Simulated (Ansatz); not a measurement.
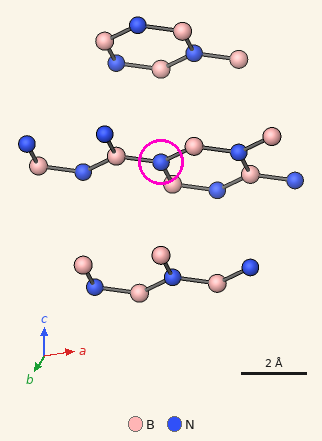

Perfect BN. Style: ball-and-stick. Shown: the atoms within 4.6 Å of one point, in a slice 3.4 Å thick across the line of sight, from a free direction.

Computed with DFT, PBE, plane-wave PAW, default files, scalar-relativistic in Ansatz. (plane-wave cutoff 420 eV; k-point mesh 3 × 3 × 3; occupations fermi dirac; smearing width 0.01 eV; collinear spin) The axes drawn are those of the host's conventional cell.

A nitrogen atom is replaced by oxygen at the ringed place, in charge state 0. The supercell has 36 sites, and the atoms are relaxed at the host's cell.

Q: How do the neighbours respond?

A: In the host the N atom has 3 B at 1.44 Å; the O atom ends with 3 B at 1.49 Å. Of the host's atoms, a boron atom moves furthest from its site, by 0.04 Å. The cell's net moment is 0.91 μB. Relaxing the atoms from the host's sites lowers the energy by 0.17 eV.

The relaxed defect, seen from the same direction:

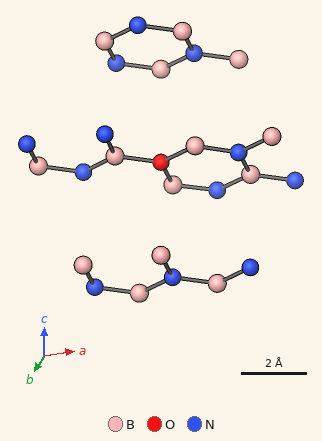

Limits of the set-up: the periodic images lie only 6.6 Å apart, so the values are limited by the cell's size.
